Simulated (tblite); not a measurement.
**Run report: C4H10BO3, frequency calculation**

C4H10BO3, multiplicity 2, computed with GFN2-xTB harmonic vibrations, gas phase (tblite 0.8.0).

It belongs to a series of runs on one base structure; here: H added to acyl C.

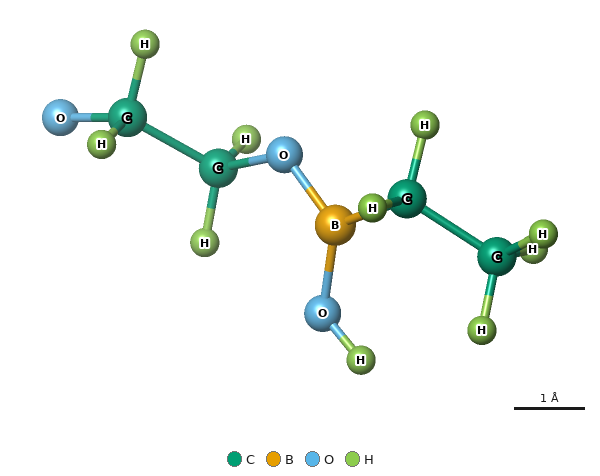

*The input geometry (ball-and-stick view, seen at a tilt).*

Bond lengths as drawn: B–C 1.60 Å, B–O 1.35 to 1.36 Å, C–C 1.53 to 1.54 Å, C–H 1.09 to 1.12 Å, C–O 1.30 to 1.41 Å and H–O 0.96 Å.

**Summary**

```tsv
quantity	value
outcome	converged
total energy	−736.8213 eV
zero-point energy	88.2800 kcal/mol
hardware	1 CPU thread, shared host
peak memory	0.24 GiB
```

**Input**
```
{"job": {"kind": "ir", "xc": "GFN2-xTB", "basis": "xTB"}, "charge": 0, "multiplicity": 2}
C     -2.998398    -0.095602    -0.263906
C     -1.666203    -0.794828     0.024613
B     -0.409403     0.197489     0.126117
O     -0.479472     1.449801     0.650046
O      0.778929    -0.267932    -0.323222
C      1.966233     0.494914    -0.285236
C      3.107722    -0.358171     0.285359
O      4.302538     0.163891     0.312771
H     -2.941916     0.464247    -1.194960
H     -3.261287     0.595782     0.535932
H     -3.802817    -0.822889    -0.351473
H     -1.761786    -1.345188     0.964342
H     -1.480971    -1.542363    -0.746136
H     -1.345770     1.728780     0.941538
H      1.830933     1.396308     0.321768
H      2.219987     0.804382    -1.306721
H      2.813059    -0.721160     1.304868
H      3.119865    -1.341142    -0.256637
```

The first line tells a small driver script what to run in tblite; the rest is the geometry in Å.

Launch command:
```bash
OMP_NUM_THREADS=1 python <driver script> task.json out
```

**Output**
```
mode    cm-1     km/mol
  1     -28.1      1.99
  2     -18.3      0.16
  3      65.6     16.83
  4      79.8      2.10
  5     179.3      4.83
  6     201.4      0.25
  7     237.1      5.38
  8     289.4      6.77
  9     320.1     20.78
 10     454.6     18.34
 11     506.2      3.01
 12     528.5     19.56
 13     536.6     83.30
 14     551.3    153.66
 15     747.2     13.28
 16     776.3     54.24
 17     837.8      4.34
 18     934.5    181.92
 19     987.8      7.65
 20     995.0      9.94
 21    1015.1     27.58
 22    1045.9     12.23
 23    1067.7      2.66
 24    1086.9      0.58
 25    1172.1     67.87
 26    1191.2     80.03
 27    1213.4    226.83
 28    1223.6     99.94
 29    1233.1     33.26
 30    1267.2    308.64
 31    1293.7     29.87
 32    1318.6    118.58
 33    1344.2     70.96
 34    1413.9      0.39
 35    1435.2      8.20
 36    1485.8      2.40
 37    1508.4      2.80
 38    1514.3      3.09
 39    2529.0      9.95
 40    2636.9     10.59
 41    2903.8     15.44
 42    2933.3     20.47
 43    2963.1     34.94
 44    3003.6     15.15
 45    3016.6     71.49
 46    3026.4     46.42
 47    3034.4     34.96
 48    3647.2     31.89
```

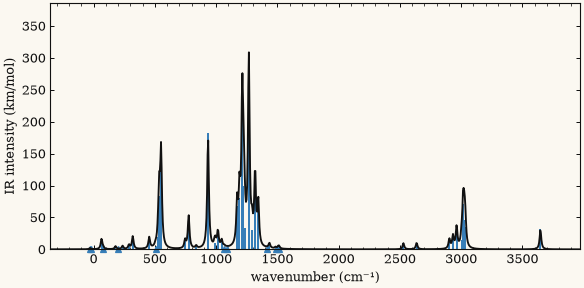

*Harmonic infrared spectrum, unscaled: sticks (degenerate modes added up, dark ones marked on the axis) with a Lorentzian envelope of 16 cm⁻¹ full width, scaled to the tallest stick; imaginary modes are drawn at negative wavenumbers.*

48 modes from 28i to 3647 cm⁻¹, 2 imaginary beyond 8i (28i, 18i cm⁻¹): not a minimum. The strongest line is at 1267 cm⁻¹ (309 km/mol).
